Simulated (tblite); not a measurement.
Si3NH8S (charge −1): geometry relaxation (part 2 of 2)

The same run, continued: Si3NH8S, charge −1; GFN2-xTB geometry optimisation, gas phase (tblite 0.8.0). It belongs to a series of runs on one base structure; here: H on Si replaced by SSiH3.

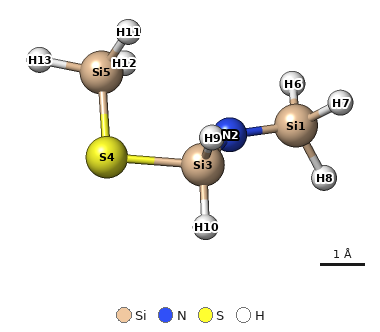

**Figure 1.** The geometry at step 97 of the log (ball-and-stick view, seen at a tilt; atoms are numbered from 1 in the order of the input).

Trajectory as extended XYZ, continued
```
13
Properties=species:S:1:pos:R:3:forces:R:3 step=65 energy=-428.82841
Si   -2.4615    0.5489    0.2368    0.0100   0.0140   0.0000
N    -0.9191   -0.0384   -0.0678   -0.0050   0.0010   0.0000
Si   -0.1298   -0.6459   -1.3842   -0.0010   0.0050   0.0030
S     1.7372   -1.6393   -0.6446    0.0110   0.0040  -0.0060
Si    2.5379   -0.0373    0.4188    0.0100  -0.0100  -0.0040
H    -2.5028    1.0442    1.6316    0.0030  -0.0040  -0.0090
H    -2.9107    1.6862   -0.6175   -0.0020   0.0020  -0.0020
H    -3.5792   -0.4252    0.1078   -0.0030  -0.0010   0.0050
H     0.4659    0.2858   -2.3692   -0.0090  -0.0110   0.0070
H    -0.6283   -1.7669   -2.1992    0.0050  -0.0060  -0.0040
H     2.8526    1.0910   -0.4644   -0.0040   0.0070   0.0030
H     1.7205    0.4351    1.5250   -0.0030  -0.0070   0.0090
H     3.8131   -0.5378    0.9480   -0.0110   0.0050  -0.0030
13
Properties=species:S:1:pos:R:3:forces:R:3 step=68 energy=-428.82861
Si   -2.4601    0.5522    0.2356    0.0020  -0.0120   0.0140
N    -0.9185   -0.0377   -0.0682    0.0000  -0.0020   0.0020
Si   -0.1284   -0.6476   -1.3829   -0.0010  -0.0050  -0.0090
S     1.7430   -1.6393   -0.6497   -0.0050   0.0030  -0.0070
Si    2.5365   -0.0371    0.4178    0.0150  -0.0020   0.0100
H    -2.5026    1.0439    1.6313    0.0090   0.0100  -0.0070
H    -2.9093    1.6876   -0.6197   -0.0030   0.0080  -0.0040
H    -3.5794   -0.4218    0.1132    0.0000   0.0010  -0.0060
H     0.4658    0.2838   -2.3683   -0.0060  -0.0050   0.0000
H    -0.6258   -1.7697   -2.1978    0.0040  -0.0010   0.0020
H     2.8465    1.0951   -0.4628   -0.0030  -0.0010   0.0120
H     1.7153    0.4278    1.5253    0.0060  -0.0090  -0.0010
H     3.8126   -0.5368    0.9473   -0.0170   0.0150  -0.0080
13
Properties=species:S:1:pos:R:3:forces:R:3 step=72 energy=-428.82879
Si   -2.4571    0.5533    0.2373    0.0010   0.0070  -0.0060
N    -0.9185   -0.0405   -0.0740   -0.0020  -0.0090  -0.0030
Si   -0.1260   -0.6516   -1.3867   -0.0040   0.0040  -0.0010
S     1.7450   -1.6429   -0.6509    0.0010   0.0050   0.0010
Si    2.5315   -0.0379    0.4180   -0.0120   0.0010  -0.0020
H    -2.4911    1.0465    1.6320    0.0100   0.0120   0.0040
H    -2.9084    1.6915   -0.6162    0.0050  -0.0080   0.0060
H    -3.5817   -0.4152    0.1223    0.0020  -0.0050  -0.0090
H     0.4722    0.2788   -2.3697   -0.0050   0.0060  -0.0060
H    -0.6196   -1.7720   -2.2052   -0.0040  -0.0110   0.0030
H     2.8326    1.0974   -0.4605    0.0000   0.0060   0.0030
H     1.7073    0.4183    1.5256   -0.0060  -0.0020   0.0130
H     3.8095   -0.5252    0.9491    0.0130  -0.0060  -0.0020
13
Properties=species:S:1:pos:R:3:forces:R:3 step=76 energy=-428.82948
Si   -2.4465    0.5586    0.2374    0.0170   0.0240   0.0030
N    -0.9165   -0.0536   -0.0798   -0.0010  -0.0060  -0.0020
Si   -0.1245   -0.6632   -1.3936    0.0020   0.0290   0.0040
S     1.7585   -1.6386   -0.6711    0.0140   0.0020   0.0180
Si    2.5176   -0.0356    0.4214    0.0000  -0.0240  -0.0060
H    -2.4614    1.0691    1.6273    0.0000  -0.0110  -0.0030
H    -2.8997    1.6973   -0.6144    0.0120  -0.0080  -0.0090
H    -3.5766   -0.4030    0.1317   -0.0080  -0.0100   0.0060
H     0.4652    0.2744   -2.3757   -0.0190  -0.0110  -0.0140
H    -0.6116   -1.7925   -2.2023   -0.0120  -0.0070  -0.0150
H     2.7991    1.1154   -0.4420   -0.0100   0.0190   0.0080
H     1.6851    0.3762    1.5393   -0.0070   0.0160   0.0140
H     3.8070   -0.5040    0.9428    0.0110  -0.0120  -0.0030
13
Properties=species:S:1:pos:R:3:forces:R:3 step=79 energy=-428.82978
Si   -2.4445    0.5622    0.2369   -0.0020  -0.0180  -0.0030
N    -0.9166   -0.0552   -0.0788    0.0140  -0.0020   0.0080
Si   -0.1257   -0.6632   -1.3936    0.0010  -0.0200  -0.0070
S     1.7651   -1.6347   -0.6786   -0.0140  -0.0050   0.0020
Si    2.5172   -0.0365    0.4229    0.0050   0.0150   0.0140
H    -2.4592    1.0738    1.6257   -0.0020  -0.0050   0.0030
H    -2.8943    1.6974   -0.6193    0.0040   0.0010  -0.0110
H    -3.5742   -0.4031    0.1323    0.0050   0.0160   0.0090
H     0.4555    0.2749   -2.3788   -0.0110  -0.0090  -0.0240
H    -0.6119   -1.7996   -2.1964   -0.0030   0.0210  -0.0040
H     2.7928    1.1223   -0.4342   -0.0110   0.0020   0.0220
H     1.6819    0.3668    1.5438    0.0140   0.0060  -0.0060
H     3.8096   -0.5046    0.9391   -0.0010  -0.0030  -0.0030
13
Properties=species:S:1:pos:R:3:forces:R:3 step=83 energy=-428.83145
Si   -2.4183    0.5731    0.2341   -0.0130  -0.0310  -0.0180
N    -0.9038   -0.0804   -0.0764    0.0060   0.0210  -0.0040
Si   -0.1275   -0.6791   -1.4044   -0.0120  -0.0400  -0.0190
S     1.7878   -1.6174   -0.7121   -0.0200   0.0140  -0.0250
Si    2.5011   -0.0355    0.4382   -0.0070   0.0490   0.0200
H    -2.4153    1.1059    1.6141   -0.0050   0.0030   0.0120
H    -2.8625    1.6995   -0.6392    0.0210  -0.0160   0.0040
H    -3.5612   -0.3796    0.1526    0.0080   0.0220   0.0100
H     0.4041    0.2551   -2.4210    0.0220  -0.0020   0.0010
H    -0.6085   -1.8295   -2.1910   -0.0120   0.0100   0.0070
H     2.7253    1.1710   -0.3677    0.0020  -0.0260   0.0090
H     1.6590    0.3034    1.5764    0.0410  -0.0180   0.0000
H     3.8153   -0.4860    0.9174   -0.0300   0.0140   0.0040
13
Properties=species:S:1:pos:R:3:forces:R:3 step=86 energy=-428.83239
Si   -2.3963    0.5801    0.2310    0.0150   0.0130   0.0270
N    -0.8934   -0.0986   -0.0814   -0.0010   0.0120  -0.0170
Si   -0.1288   -0.6987   -1.4163   -0.0040   0.0230  -0.0080
S     1.8075   -1.6009   -0.7462    0.0190   0.0200   0.0000
Si    2.4825   -0.0318    0.4482   -0.0230  -0.0150  -0.0130
H    -2.3727    1.1366    1.6029   -0.0050  -0.0130   0.0030
H    -2.8371    1.7031   -0.6467    0.0220  -0.0110  -0.0190
H    -3.5517   -0.3543    0.1753   -0.0190  -0.0130   0.0060
H     0.3755    0.2383   -2.4451    0.0180  -0.0110  -0.0010
H    -0.6035   -1.8585   -2.1889   -0.0280  -0.0170  -0.0060
H     2.6630    1.2037   -0.3177    0.0060   0.0140  -0.0190
H     1.6376    0.2344    1.5999    0.0140   0.0000   0.0420
H     3.8130   -0.4530    0.9061   -0.0140  -0.0030   0.0050
13
Properties=species:S:1:pos:R:3:forces:R:3 step=90 energy=-428.83419
Si   -2.3464    0.5966    0.2316   -0.0050   0.0000  -0.0100
N    -0.8671   -0.1273   -0.0910    0.0020  -0.0090  -0.0010
Si   -0.1353   -0.7301   -1.4434   -0.0010   0.0130  -0.0040
S     1.8510   -1.5509   -0.8184   -0.0110  -0.0190  -0.0300
Si    2.4372   -0.0237    0.4718    0.0170  -0.0020  -0.0070
H    -2.2949    1.1927    1.5854    0.0070  -0.0110   0.0080
H    -2.7582    1.6979   -0.6842   -0.0130   0.0050  -0.0050
H    -3.5290   -0.3085    0.2226    0.0040   0.0000   0.0010
H     0.3052    0.1978   -2.5073    0.0230  -0.0010  -0.0190
H    -0.6078   -1.9173   -2.1794   -0.0100   0.0050   0.0260
H     2.5283    1.2708   -0.2052   -0.0060   0.0160  -0.0160
H     1.6129    0.0952    1.6612   -0.0130   0.0060   0.0490
H     3.7997   -0.3928    0.8773    0.0060  -0.0030   0.0070
13
Properties=species:S:1:pos:R:3:forces:R:3 step=94 energy=-428.83483
Si   -2.3542    0.5924    0.2326   -0.0080   0.0070  -0.0130
N    -0.8720   -0.1235   -0.0948   -0.0040   0.0110   0.0010
Si   -0.1335   -0.7222   -1.4451   -0.0010   0.0020   0.0010
S     1.8404   -1.5606   -0.8060    0.0050   0.0090   0.0060
Si    2.4411   -0.0235    0.4686    0.0050  -0.0100   0.0150
H    -2.3038    1.1769    1.5923    0.0050  -0.0080  -0.0080
H    -2.7712    1.6973   -0.6788   -0.0030  -0.0040   0.0120
H    -3.5353   -0.3149    0.2181    0.0080  -0.0010   0.0010
H     0.3289    0.2012   -2.5045    0.0050  -0.0030  -0.0080
H    -0.6146   -1.9053   -2.1809   -0.0040   0.0020   0.0070
H     2.5488    1.2614   -0.2273   -0.0090  -0.0070  -0.0010
H     1.6228    0.1261    1.6625    0.0030  -0.0020  -0.0080
H     3.7981   -0.4049    0.8843   -0.0030   0.0030  -0.0060
13
Properties=species:S:1:pos:R:3:forces:R:3 step=97 energy=-428.83500
Si   -2.3489    0.5947    0.2315    0.0100  -0.0060   0.0140
N    -0.8702   -0.1256   -0.1011    0.0010   0.0070  -0.0080
Si   -0.1326   -0.7249   -1.4514    0.0100   0.0050   0.0000
S     1.8435   -1.5589   -0.8088   -0.0010   0.0020   0.0030
Si    2.4342   -0.0243    0.4732   -0.0130   0.0100  -0.0050
H    -2.2881    1.1787    1.5907    0.0020  -0.0010  -0.0010
H    -2.7648    1.6995   -0.6769   -0.0160   0.0140  -0.0060
H    -3.5317   -0.3093    0.2282   -0.0020  -0.0070  -0.0070
H     0.3302    0.1964   -2.5134    0.0000  -0.0090  -0.0010
H    -0.6143   -1.9096   -2.1843    0.0000   0.0030   0.0080
H     2.5256    1.2631   -0.2210   -0.0030  -0.0110   0.0090
H     1.6177    0.1134    1.6696    0.0010  -0.0040  -0.0030
H     3.7950   -0.3928    0.8846    0.0110  -0.0050  -0.0040
13
Properties=species:S:1:pos:R:3:forces:R:3 step=101 energy=-428.83529
Si   -2.3359    0.6005    0.2298    0.0010   0.0100  -0.0010
N    -0.8649   -0.1304   -0.1117    0.0080   0.0130  -0.0020
Si   -0.1292   -0.7326   -1.4615   -0.0040  -0.0040  -0.0040
S     1.8578   -1.5446   -0.8278   -0.0040  -0.0120   0.0030
Si    2.4192   -0.0233    0.4827    0.0020  -0.0020  -0.0020
H    -2.2541    1.1931    1.5835   -0.0060   0.0000   0.0120
H    -2.7545    1.7057   -0.6794   -0.0100  -0.0050   0.0020
H    -3.5258   -0.2954    0.2438    0.0100   0.0000  -0.0060
H     0.3208    0.1783   -2.5368   -0.0020   0.0030  -0.0060
H    -0.6127   -1.9270   -2.1759    0.0030  -0.0080  -0.0010
H     2.4757    1.2787   -0.1840   -0.0010   0.0090   0.0000
H     1.6064    0.0686    1.6859    0.0080  -0.0070   0.0010
H     3.7928   -0.3713    0.8724   -0.0050   0.0020   0.0040
13
Properties=species:S:1:pos:R:3:forces:R:3 step=104 energy=-428.83563
Si   -2.3269    0.6096    0.2273   -0.0060  -0.0190  -0.0270
N    -0.8550   -0.1216   -0.1127    0.0020   0.0260  -0.0010
Si   -0.1311   -0.7358   -1.4639   -0.0140  -0.0020  -0.0070
S     1.8697   -1.5256   -0.8510    0.0040  -0.0170   0.0070
Si    2.4141   -0.0232    0.4881    0.0430  -0.0070  -0.0070
H    -2.2452    1.2051    1.5791   -0.0050   0.0090   0.0110
H    -2.7519    1.7065   -0.6904    0.0010  -0.0070   0.0180
H    -3.5158   -0.2897    0.2442    0.0210   0.0080  -0.0010
H     0.2992    0.1624   -2.5577   -0.0070   0.0030  -0.0050
H    -0.6161   -1.9443   -2.1533    0.0000  -0.0040  -0.0060
H     2.4489    1.2954   -0.1470   -0.0060   0.0000   0.0040
H     1.6085    0.0224    1.6978    0.0000  -0.0010   0.0140
H     3.7971   -0.3608    0.8605   -0.0330   0.0110   0.0000
13
Properties=species:S:1:pos:R:3:forces:R:3 step=108 energy=-428.83690
Si   -2.2981    0.6306    0.2200    0.0010  -0.0320  -0.0020
N    -0.8222   -0.0874   -0.1304    0.0010   0.0300   0.0010
Si   -0.1310   -0.7423   -1.4798    0.0050  -0.0010  -0.0030
S     1.8882   -1.4999   -0.8874    0.0140  -0.0070  -0.0030
Si    2.3903   -0.0278    0.5020    0.0270   0.0100  -0.0080
H    -2.2059    1.2265    1.5713   -0.0090   0.0190  -0.0070
H    -2.7485    1.7143   -0.6997    0.0090   0.0110   0.0180
H    -3.4753   -0.2811    0.2517   -0.0020  -0.0080   0.0010
H     0.2635    0.1253   -2.6115   -0.0060  -0.0100  -0.0020
H    -0.6236   -1.9773   -2.1132   -0.0090  -0.0060  -0.0190
H     2.3538    1.3173   -0.0724   -0.0080  -0.0100   0.0050
H     1.6118   -0.0845    1.7284   -0.0160   0.0080   0.0260
H     3.7925   -0.3134    0.8419   -0.0070  -0.0040  -0.0070
13
Properties=species:S:1:pos:R:3:forces:R:3 step=112 energy=-428.83797
Si   -2.2684    0.6456    0.2146   -0.0050   0.0090   0.0040
N    -0.7895   -0.0542   -0.1551    0.0200  -0.0020  -0.0190
Si   -0.1272   -0.7503   -1.4991    0.0030  -0.0070   0.0050
S     1.9052   -1.4796   -0.9140    0.0020   0.0150  -0.0140
Si    2.3619   -0.0311    0.5178   -0.0190   0.0010   0.0150
H    -2.1575    1.2471    1.5620   -0.0170   0.0170  -0.0030
H    -2.7401    1.7252   -0.7001    0.0070   0.0040   0.0180
H    -3.4378   -0.2739    0.2651   -0.0070  -0.0160   0.0020
H     0.2374    0.0864   -2.6639    0.0010  -0.0200   0.0050
H    -0.6319   -2.0045   -2.0869    0.0020   0.0080  -0.0070
H     2.2494    1.3302   -0.0007   -0.0020  -0.0060  -0.0010
H     1.6131   -0.1778    1.7580    0.0000   0.0080  -0.0010
H     3.7810   -0.2627    0.8233    0.0150  -0.0100  -0.0040
13
Properties=species:S:1:pos:R:3:forces:R:3 step=115 energy=-428.83862
Si   -2.2563    0.6560    0.2101   -0.0040  -0.0030  -0.0170
N    -0.7690   -0.0233   -0.1662    0.0070  -0.0120  -0.0060
Si   -0.1286   -0.7527   -1.5036    0.0050   0.0040  -0.0150
S     1.9176   -1.4539   -0.9389    0.0000   0.0060  -0.0110
Si    2.3533   -0.0333    0.5278    0.0010  -0.0160   0.0060
H    -2.1469    1.2614    1.5546   -0.0180   0.0170   0.0110
H    -2.7416    1.7295   -0.7042    0.0020   0.0080   0.0140
H    -3.4172   -0.2763    0.2618    0.0090  -0.0060   0.0070
H     0.2120    0.0565   -2.6949   -0.0020  -0.0170   0.0050
H    -0.6393   -2.0210   -2.0555    0.0030   0.0080   0.0020
H     2.2040    1.3381    0.0521   -0.0030   0.0110  -0.0070
H     1.6253   -0.2367    1.7723   -0.0040   0.0040   0.0060
H     3.7823   -0.2439    0.8057    0.0030  -0.0040   0.0040
13
Properties=species:S:1:pos:R:3:forces:R:3 step=119 energy=-428.83902
Si   -2.2507    0.6635    0.2029    0.0070   0.0050   0.0150
N    -0.7535    0.0038   -0.1716   -0.0060  -0.0060   0.0090
Si   -0.1315   -0.7503   -1.5043   -0.0010   0.0000  -0.0090
S     1.9276   -1.4268   -0.9637    0.0070  -0.0030  -0.0040
Si    2.3552   -0.0374    0.5357   -0.0050   0.0010  -0.0030
H    -2.1563    1.2735    1.5480   -0.0060   0.0020  -0.0050
H    -2.7461    1.7331   -0.7091   -0.0040   0.0070   0.0000
H    -3.3990   -0.2839    0.2538    0.0070  -0.0030   0.0010
H     0.1816    0.0318   -2.7192    0.0030  -0.0010  -0.0100
H    -0.6475   -2.0312   -2.0202    0.0010  -0.0040   0.0020
H     2.1835    1.3427    0.0933   -0.0010   0.0020   0.0030
H     1.6422   -0.2817    1.7827    0.0020   0.0030  -0.0080
H     3.7900   -0.2366    0.7929   -0.0030  -0.0040   0.0090
13
Properties=species:S:1:pos:R:3:forces:R:3 step=122 energy=-428.83911
Si   -2.2473    0.6659    0.2029   -0.0050  -0.0020  -0.0010
N    -0.7504    0.0059   -0.1731   -0.0020   0.0000   0.0030
Si   -0.1309   -0.7502   -1.5063   -0.0040  -0.0050   0.0130
S     1.9307   -1.4240   -0.9683   -0.0020   0.0080  -0.0020
Si    2.3532   -0.0382    0.5363    0.0010   0.0070  -0.0070
H    -2.1576    1.2773    1.5471    0.0040   0.0030   0.0030
H    -2.7459    1.7354   -0.7087    0.0010  -0.0020   0.0030
H    -3.3931   -0.2852    0.2543    0.0070   0.0030   0.0000
H     0.1775    0.0276   -2.7245    0.0050   0.0030  -0.0140
H    -0.6479   -2.0336   -2.0148    0.0020  -0.0040  -0.0020
H     2.1755    1.3437    0.1004    0.0030  -0.0100   0.0040
H     1.6425   -0.2897    1.7831    0.0000   0.0010  -0.0070
H     3.7892   -0.2343    0.7925   -0.0100   0.0000   0.0070
13
Properties=species:S:1:pos:R:3:forces:R:3 step=126 energy=-428.83924
Si   -2.2426    0.6680    0.2053    0.0010   0.0000  -0.0020
N    -0.7516   -0.0006   -0.1787    0.0010   0.0010  -0.0010
Si   -0.1299   -0.7550   -1.5117    0.0060   0.0030  -0.0060
S     1.9341   -1.4215   -0.9715   -0.0030   0.0030  -0.0020
Si    2.3455   -0.0372    0.5371   -0.0020  -0.0020   0.0060
H    -2.1446    1.2836    1.5473    0.0070  -0.0040   0.0030
H    -2.7412    1.7396   -0.7035   -0.0010  -0.0030  -0.0030
H    -3.3901   -0.2795    0.2644   -0.0010   0.0010   0.0010
H     0.1818    0.0225   -2.7309   -0.0070  -0.0040   0.0040
H    -0.6412   -2.0403   -2.0222    0.0000   0.0020   0.0040
H     2.1579    1.3443    0.1065    0.0050   0.0000  -0.0010
H     1.6358   -0.2982    1.7827   -0.0020   0.0010  -0.0080
H     3.7818   -0.2251    0.7962   -0.0050   0.0010   0.0040
```

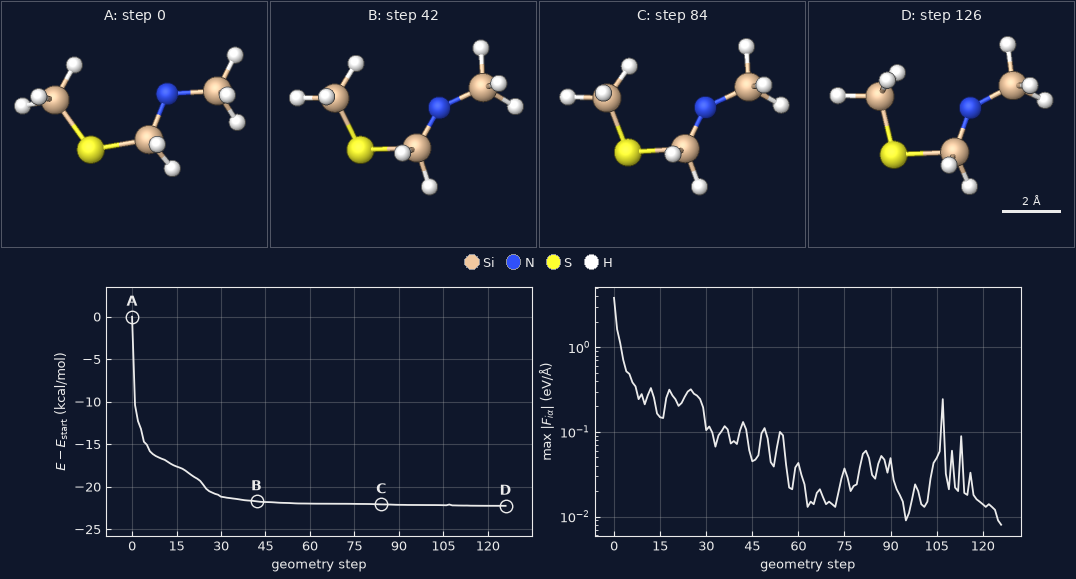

**Figure 2.** Frames of the relaxation (ball-and-stick view, seen at a tilt) above the curves, on which the letters mark them (steps are counted from 0).

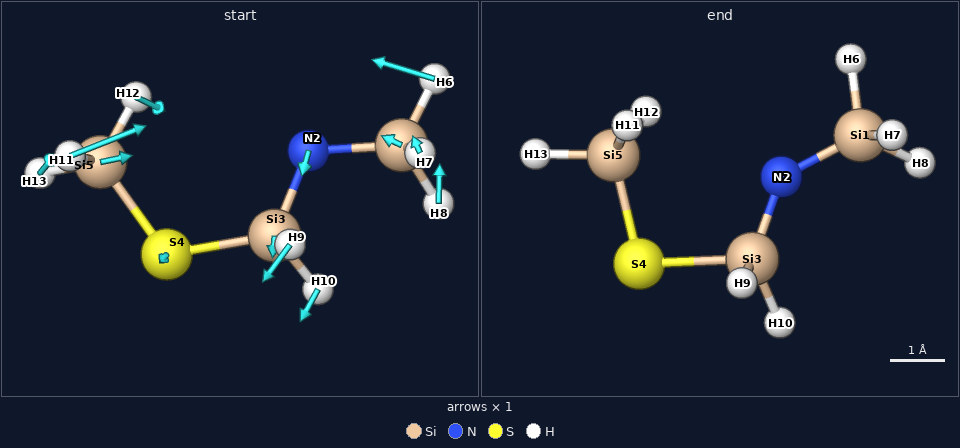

**Figure 3.** Before (left) and after (right) the relaxation, at one scale (ball-and-stick view, seen at a tilt). The teal arrows give the displacements, at true length. After 126 geometry steps the energy has fallen by 22.2 kcal/mol. Largest force component: 3.8 eV/Å at the start, 0.008 eV/Å at the end. The largest move after the best rigid fit is that of H11, 1.56 Å. By element the largest moves are H 1.56 Å, Si 0.64 Å, N 0.54 Å, S 0.28 Å. Distances before and after: Si3–S4 2.113 → 2.235 Å, N2–Si3 1.771 → 1.653 Å, Si1–N2 1.773 → 1.679 Å, S4–Si5 2.125 → 2.088 Å. Among the angles that change: Si1–N2–Si3 110.9° → 134.5°, N2–Si3–H10 105.9° → 123.1°, Si3–S4–Si5 114.7° → 99.1°. (Atoms are counted from 1 in the order of the input.)

The run was set up as follows.

Input
```
{"job": {"kind": "relax", "xc": "GFN2-xTB", "basis": "xTB"}, "charge": -1, "multiplicity": 1}
Si    -2.632200     0.524200     0.097600
N     -0.910300     0.166700     0.323000
Si    -0.205300    -0.507500    -1.154800
S      1.789700    -1.179600    -0.973100
Si     2.982000    -0.067500     0.389900
H     -3.309500     0.976300     1.315000
H     -2.891200     1.520700    -0.943600
H     -3.329500    -0.699600    -0.323800
H     -0.407800     0.478200    -2.211200
H     -1.027700    -1.700300    -1.491600
H      3.622800     1.032800    -0.364700
H      2.254600     0.397200     1.561100
H      4.060000    -0.941200     0.897200
```

The first line tells a small driver script what to run in tblite; the rest is the geometry in Å.

Command:
```bash
OMP_NUM_THREADS=1 python <driver script> task.json out
```

Results in brief

```tsv
quantity	value
outcome	converged
total energy	−428.8392 eV
hardware	1 CPU thread, shared host
wall time	3.2 s
peak memory	0.18 GiB
```
